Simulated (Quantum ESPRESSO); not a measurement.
# Magnetic state of CuO (Tenorite) from several starts, part 2 of 2

Does CuO (Tenorite) prefer parallel or opposed moments?

Quantum ESPRESSO 7.5; LDA with U = 6 eV on Cu d (ortho-atomic projectors); plane waves with GBRV 1.5 LDA potentials, no spin-orbit coupling.

So far, absolute magnetization (μB): step 2 (run 1 (ferro ++)) 2.07.

**3. Run 2, typed as antiferro +−**

The input, pw.in:

```
&CONTROL
  calculation = 'scf'
  prefix = 'pwscf'
  outdir = './tmp'
  pseudo_dir = './pseudo'
  disk_io = 'nowf'
/
&SYSTEM
  ibrav = 0
  nat = 4
  ntyp = 3
  ecutwfc = 40
  ecutrho = 280
  nbnd = 34
  occupations = 'smearing'
  smearing = 'fd'
  degauss = 0.00367493
  nspin = 2
  starting_magnetization(1) = 0.0526
  starting_magnetization(2) = -0.0526
  starting_magnetization(3) = 0
/
&ELECTRONS
  conv_thr = 8d-09
  electron_maxstep = 150
  mixing_beta = 0.3
/
ATOMIC_SPECIES
Cu1    63.5460 cu_lda_v1.2.uspp.F.UPF
Cu2    63.5460 cu_lda_v1.2.uspp.F.UPF
O      15.9990 o_lda_v1.2.uspp.F.UPF
CELL_PARAMETERS angstrom
   2.3418500000   -1.7113000000    0.0000000000
   2.3418500000    1.7113000000    0.0000000000
  -0.8500274268    0.0000000000    5.0578693947
ATOMIC_POSITIONS crystal
Cu1     0.0000000000    0.5000000000    0.0000000000
Cu2     0.5000000000    0.0000000000    0.5000000000
O       0.5816000000    0.4184000000    0.2500000000
O       0.4184000000    0.5816000000    0.7500000000
K_POINTS automatic
8 8 4 0 0 0
HUBBARD {ortho-atomic}
U Cu1-3d 6.0000
U Cu2-3d 6.0000
```

Started as:

```console
$ OMP_NUM_THREADS=1 mpirun -n 4 pw.x -nk 4 -in pw.in > pw.out
```

The log of the run:

```text
[banner, memory and clock lines left out]
Program PWSCF v.7.5 starts

     Message from routine setup:
     using ibrav=0 with symmetry is DISCOURAGED, use correct ibrav instead

     bravais-lattice index     =            0
     lattice parameter (alat)  =       5.4811  a.u.
     unit-cell volume          =     273.5769 (a.u.)^3
     number of atoms/cell      =            4
     number of atomic types    =            3
     number of electrons       =        50.00
     number of Kohn-Sham states=           34
     kinetic-energy cutoff     =      40.0000  Ry
     charge density cutoff     =     280.0000  Ry
     scf convergence threshold =      8.0E-09
     mixing beta               =       0.3000
     number of iterations used =            8  plain     mixing
     Exchange-correlation= SLA  PZ   NOGX NOGC
                           (   1   1   0   0   0   0   0)
     Hubbard projectors: ortho-atomic
     Hubbard parameters of DFT+U (Dudarev formulation) in eV:
     U(Cu1-3d) =  6.0000
     U(Cu2-3d) =  6.0000

     Internal variables: lda_plus_u =T, lda_plus_u_kind = 0

     Internal variables: orbital_resolved =F, hub_pot_fix =F, apply_U = F

     celldm(1)=   5.481121  celldm(2)=   0.000000  celldm(3)=   0.000000
     celldm(4)=   0.000000  celldm(5)=   0.000000  celldm(6)=   0.000000

     crystal axes: (cart. coord. in units of alat)
               a(1) = (   0.807400  -0.590005   0.000000 )
               a(2) = (   0.807400   0.590005   0.000000 )
               a(3) = (  -0.293064   0.000000   1.743802 )

     reciprocal axes: (cart. coord. in units 2 pi/alat)
               b(1) = (  0.619272 -0.847451  0.104075 )
               b(2) = (  0.619272  0.847451  0.104075 )
               b(3) = ( -0.000000  0.000000  0.573460 )

     PseudoPot. # 1 for Cu read from file:
     cu_lda_v1.2.uspp.F.UPF
     Pseudo is Ultrasoft + core correction, Zval = 19.0

     PseudoPot. # 2 for Cu read from file:
     cu_lda_v1.2.uspp.F.UPF
     Pseudo is Ultrasoft + core correction, Zval = 19.0

     PseudoPot. # 3 for O  read from file:
     o_lda_v1.2.uspp.F.UPF
     Pseudo is Ultrasoft + core correction, Zval =  6.0

     atomic species   valence    mass     pseudopotential
     Cu1              19.00    63.54600     Cu( 1.00)
     Cu2              19.00    63.54600     Cu( 1.00)
     O                 6.00    15.99900     O ( 1.00)

     Starting magnetic structure
     atomic species   magnetization
     Cu1             0.053
     Cu2            -0.053
     O               0.000

      2 Sym. Ops., with inversion, found

   Cartesian axes

     site n.     atom                  positions (alat units)
         1        Cu1    tau(   1) = (   0.4036998   0.2950025   0.0000000  )
         2        Cu2    tau(   2) = (   0.2571678  -0.2950025   0.8719008  )
         3        O      tau(   3) = (   0.7341337  -0.0962888   0.4359504  )
         4        O      tau(   4) = (   0.5876017   0.0962888   1.3078513  )

     number of k points=   132  Fermi-Dirac smearing, width (Ry)=  0.0037

     Number of k-points >= 100: set verbosity='high' to print them.

     Dense  grid:    21647 G-vectors     FFT dimensions: (  30,  30,  54)

     Smooth grid:     9325 G-vectors     FFT dimensions: (  24,  24,  40)

     Check: negative core charge=   -0.000003
     Generating pointlists ...
     new r_m :   0.2774 (alat units)  1.5207 (a.u.) for type    1
     new r_m :   0.2774 (alat units)  1.5207 (a.u.) for type    2
     new r_m :   0.2774 (alat units)  1.5207 (a.u.) for type    3

     Initial potential from superposition of free atoms

     starting charge      48.0000, renormalised to      50.0000

     STARTING HUBBARD OCCUPATIONS:

     =================== HUBBARD OCCUPATIONS ===================
     ------------------------ ATOM    1 ------------------------
     Tr[ns(  1)] (up, down, total) =   5.00000  3.00000  8.00000
     Atomic magnetic moment for atom   1 =   2.00000
     [... lines left out ...]
     ------------------------ ATOM    2 ------------------------
     Tr[ns(  2)] (up, down, total) =   3.00000  5.00000  8.00000
     Atomic magnetic moment for atom   2 =  -2.00000
     [... lines left out ...]
     Number of occupied Hubbard levels =   16.0000

     Atomic wfc used for Hubbard projectors are orthogonalized

     Starting wfcs are   34 randomized atomic wfcs

     Self-consistent Calculation

     iteration #  1     ecut=    40.00 Ry     beta= 0.30
     Davidson diagonalization with overlap
     ethr =  1.00E-02,  avg # of iterations =  4.2

     =================== HUBBARD OCCUPATIONS ===================
     ------------------------ ATOM    1 ------------------------
     Tr[ns(  1)] (up, down, total) =   4.76736  3.76687  8.53423
     Atomic magnetic moment for atom   1 =   1.00048
     [... lines left out ...]
     ------------------------ ATOM    2 ------------------------
     Tr[ns(  2)] (up, down, total) =   3.76719  4.76697  8.53415
     Atomic magnetic moment for atom   2 =  -0.99978
     [... lines left out ...]
     Number of occupied Hubbard levels =   17.0684

     total energy              =    -870.30835493 Ry
     estimated scf accuracy    <       3.53287249 Ry

     total magnetization       =    -0.00 Bohr mag/cell
     absolute magnetization    =     2.36 Bohr mag/cell

     iteration #  2     ecut=    40.00 Ry     beta= 0.30
     Davidson diagonalization with overlap
     ethr =  7.07E-03,  avg # of iterations =  2.0

     total energy              =    -871.23216849 Ry
     estimated scf accuracy    <       0.69707411 Ry

     total magnetization       =     0.00 Bohr mag/cell
     absolute magnetization    =     1.29 Bohr mag/cell

     [... further iterations left out ...]

     iteration # 14     ecut=    40.00 Ry     beta= 0.30
     Davidson diagonalization with overlap
     ethr =  5.21E-11,  avg # of iterations =  1.0

     total energy              =    -871.32300344 Ry
     estimated scf accuracy    <          9.2E-09 Ry

     total magnetization       =     0.00 Bohr mag/cell
     absolute magnetization    =     1.56 Bohr mag/cell

     iteration # 15     ecut=    40.00 Ry     beta= 0.30
     Davidson diagonalization with overlap
     ethr =  1.84E-11,  avg # of iterations =  1.9

     Magnetic moment per site  (integrated on atomic sphere of radius R)
     atom   1 (R=0.277)  charge= 16.4408  magn=  0.6029
     atom   2 (R=0.277)  charge= 16.4408  magn= -0.6029
     atom   3 (R=0.277)  charge=  5.3288  magn=  0.0000
     atom   4 (R=0.277)  charge=  5.3288  magn=  0.0000

     End of self-consistent calculation

     =================== HUBBARD OCCUPATIONS ===================
     ------------------------ ATOM    1 ------------------------
     Tr[ns(  1)] (up, down, total) =   4.91349  4.32361  9.23710
     Atomic magnetic moment for atom   1 =   0.58988
     [... lines left out ...]
     ------------------------ ATOM    2 ------------------------
     Tr[ns(  2)] (up, down, total) =   4.32361  4.91349  9.23710
     Atomic magnetic moment for atom   2 =  -0.58988
     [... lines left out ...]
     Number of occupied Hubbard levels =   18.4742

     Number of k-points >= 100: set verbosity='high' to print the bands.

     the Fermi energy is    11.2428 ev

!    total energy              =    -871.32300345 Ry
     estimated scf accuracy    <          3.4E-09 Ry
     smearing contrib. (-TS)   =      -0.00000318 Ry
     internal energy E=F+TS    =    -871.32300027 Ry

     The total energy is F=E-TS. E is the sum of the following terms:
     one-electron contribution =    -620.66248047 Ry
     hartree contribution      =     337.13898146 Ry
     xc contribution           =     -90.80622590 Ry
     ewald contribution        =    -497.16893300 Ry
     Hubbard energy            =       0.17565766 Ry

     total magnetization       =     0.00 Bohr mag/cell
     absolute magnetization    =     1.56 Bohr mag/cell

     convergence has been achieved in  15 iterations
```

Run time: 42 s. Hardware: 4 MPI ranks of Intel Xeon Platinum 8488C (Sapphire Rapids), shared host; peak memory 0.55 GiB.

Spin moment in the atom's sphere by atom:

```
atom  spin moment in the atom's sphere (μB)
 Cu1                                  0.603
 Cu2                                 -0.603
  O3                                  0.000
  O4                                  0.000
```

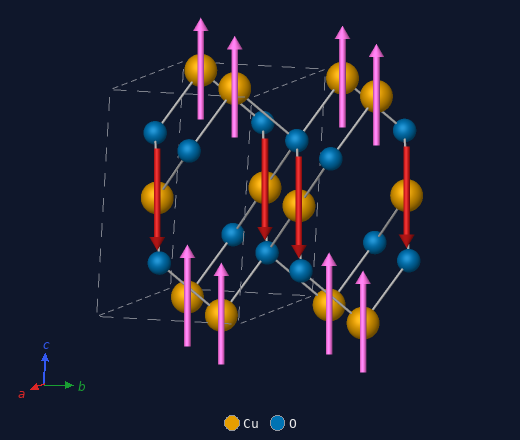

Spin moment in the atom's sphere as arrows, the longest 0.603 μB. Up and down stand for the sign. Arrows give size and sign along the axis of quantisation, drawn up and down the page. The two directions have two colours. 1×2×1 conventional cells are drawn. Some periodic images of atoms are drawn too.

This step gave:

```yaml
smearing_term_ts: 4.33e-5 eV
magnetization: 0 μB
absolute_magnetization: 1.563 μB
final_state: antiferromagnetic
```

**4. Start 3: antiferro q=(0,1/2,1/2) +−+−**

The cell is doubled to 8 atoms to hold this order. The wavevector q is in fractions of the reciprocal vectors of the crystal's primitive cell, as the cells of these inputs are built from it; moments change sign between cells as cos(2π q·R).

The input, pw.in:

```
&CONTROL
  calculation = 'scf'
  prefix = 'pwscf'
  outdir = './tmp'
  pseudo_dir = './pseudo'
  disk_io = 'nowf'
/
&SYSTEM
  ibrav = 0
  nat = 8
  ntyp = 3
  ecutwfc = 40
  ecutrho = 280
  nbnd = 64
  occupations = 'smearing'
  smearing = 'fd'
  degauss = 0.00367493
  nspin = 2
  starting_magnetization(1) = 0.0526
  starting_magnetization(2) = -0.0526
  starting_magnetization(3) = 0
/
&ELECTRONS
  conv_thr = 1.6d-08
  electron_maxstep = 150
  mixing_beta = 0.3
/
ATOMIC_SPECIES
Cu1    63.5460 cu_lda_v1.2.uspp.F.UPF
Cu2    63.5460 cu_lda_v1.2.uspp.F.UPF
O      15.9990 o_lda_v1.2.uspp.F.UPF
CELL_PARAMETERS angstrom
   2.3418500000   -1.7113000000    0.0000000000
   4.6837000000    3.4226000000    0.0000000000
   1.4918225732    1.7113000000    5.0578693947
ATOMIC_POSITIONS crystal
Cu1     0.0000000000    0.2500000000    0.0000000000
Cu2     0.0000000000    0.7500000000    0.0000000000
Cu1     0.5000000000    0.7500000000    0.5000000000
Cu2     0.5000000000    0.2500000000    0.5000000000
O       0.5816000000    0.0842000000    0.2500000000
O       0.5816000000    0.5842000000    0.2500000000
O       0.4184000000    0.9158000000    0.7500000000
O       0.4184000000    0.4158000000    0.7500000000
K_POINTS automatic
8 4 4 0 0 0
HUBBARD {ortho-atomic}
U Cu1-3d 6.0000
U Cu2-3d 6.0000
```

The log of the run:

```text
     [... lines left out ...]
Program PWSCF v.7.5 starts
     [... lines left out ...]
     number of atoms/cell      =            8
     [... lines left out ...]
     number of electrons       =       100.00
     number of Kohn-Sham states=           64
     kinetic-energy cutoff     =      40.0000  Ry
     charge density cutoff     =     280.0000  Ry
     scf convergence threshold =      1.6E-08
     [... lines left out ...]
      2 Sym. Ops., with inversion, found ( 1 have fractional translation)
     [... lines left out ...]
     number of k points=    68  Fermi-Dirac smearing, width (Ry)=  0.0037
     [... lines left out ...]
     iteration # 16     ecut=    40.00 Ry     beta= 0.30
     [... lines left out ...]
     Magnetic moment per site  (integrated on atomic sphere of radius R)
     atom   1 (R=0.277)  charge= 16.4361  magn=  0.6478
     atom   2 (R=0.277)  charge= 16.4361  magn= -0.6478
     atom   3 (R=0.277)  charge= 16.4330  magn=  0.6494
     atom   4 (R=0.277)  charge= 16.4330  magn= -0.6493
     atom   5 (R=0.277)  charge=  5.3328  magn=  0.1429
     atom   6 (R=0.277)  charge=  5.3328  magn= -0.1429
     atom   7 (R=0.277)  charge=  5.3328  magn= -0.1429
     atom   8 (R=0.277)  charge=  5.3328  magn=  0.1429
     [... lines left out ...]
     Tr[ns(  1)] (up, down, total) =   4.92653  4.29905  9.22557
     [... lines left out ...]
     Tr[ns(  2)] (up, down, total) =   4.29904  4.92653  9.22556
     [... lines left out ...]
     Tr[ns(  3)] (up, down, total) =   4.92442  4.29584  9.22026
     [... lines left out ...]
     Tr[ns(  4)] (up, down, total) =   4.29585  4.92442  9.22027
     [... lines left out ...]
     the Fermi energy is    11.2500 ev
!    total energy              =   -1742.63081710 Ry
     estimated scf accuracy    <          6.3E-09 Ry
     smearing contrib. (-TS)   =      -0.00004484 Ry
     [... lines left out ...]
     total magnetization       =     0.00 Bohr mag/cell
     absolute magnetization    =     3.50 Bohr mag/cell
     convergence has been achieved in  16 iterations
```

The job ended after 1.9 min (4 MPI ranks; peak memory 0.89 GiB; 7.5 min of CPU time).

Spin moment in the atom's sphere by atom:

```
atom  spin moment in the atom's sphere (μB)
 Cu1                                  0.648
 Cu2                                 -0.648
 Cu3                                  0.649
 Cu4                                 -0.649
  O5                                  0.143
  O6                                 -0.143
  O7                                 -0.143
  O8                                  0.143
```

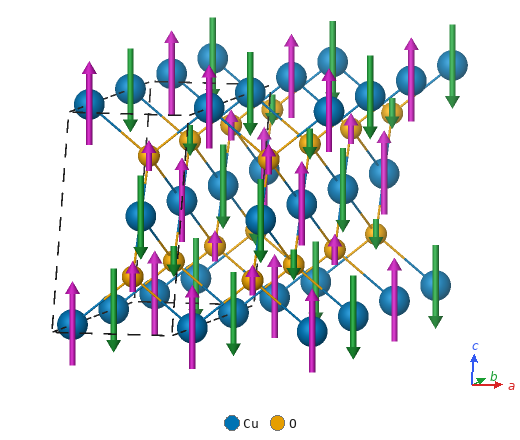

Spin moment in the atom's sphere as arrows, the longest 0.649 μB. Up and down stand for the sign. Arrows give size and sign along the axis of quantisation, drawn up and down the page. Each arrow also spans its atom, so small moments look longer than they are. The two directions have two colours. 2×2×1 cells are drawn. Some periodic images of atoms are drawn too.

Numbers from this step:

```yaml
smearing_term_ts: 6.10e-4 eV
magnetization: 0 μB
absolute_magnetization: 3.499 μB
final_state: antiferromagnetic
```

**5. Ranking**

An order is kept where moments of 0.15 μB or more survive with the typed signs; meshes match where a doubled cell samples the same k points as the first cell.

Orders:

```
                       start        final state  typed order kept  energy over the lowest (meV a seeded atom)  largest site moment (μB)  net moment (μB a cell of the first run)  mesh matched  CPU time (s)
                    ferro ++      ferromagnetic               yes                                       57.67                    0.6708                                    1.992           yes         121.4
                antiferro +-  antiferromagnetic               yes                                           0                    0.6029                                        0           yes         165.3
antiferro q=(0,1/2,1/2) +-+-  antiferromagnetic               yes                                       51.67                    0.6494                                        0            no         447.1
```

**6. Occupations of the corrected shells in the lowest state**

Occupations of the Hubbard shells:

```
block  type  shell  spin  electrons             occupation numbers
    1   Cu1     3d    up      4.913  0.968 0.983 0.986 0.987 0.990
    1   Cu1     3d  down      4.324  0.399 0.965 0.985 0.986 0.988
    2   Cu2     3d    up      4.324  0.399 0.965 0.985 0.986 0.988
    2   Cu2     3d  down      4.913  0.968 0.983 0.986 0.987 0.990
```

**7. Summary of results**

```yaml
lowest_state_found: antiferromagnetic (from antiferro +-)
largest_site_moment: 0.603 μB
next_state_with_moments: antiferromagnetic, 51.7 meV a seeded atom higher
```

The k meshes of the cells are not all equivalent, which blurs small differences. This is the lowest of 3 collinear or spinless starts, no proof of the ground state.

[Logs and program files are shortened in this print: banners, set-up blocks, solver, clock and traceback lines can be left out without a mark of their own.]

[Logs are printed without paths, hosts, clocks, repeated set-up lines and the standing remarks that a program may print on its own settings, such as how far it seeks lower states.]

[Hosts, paths, dates, database ids (printed as entryN), source tags and the programs' standing remarks are cut or masked in the printed files.]

[Where a cell is said to come from a database of computed structures, the database is the Materials Project.]
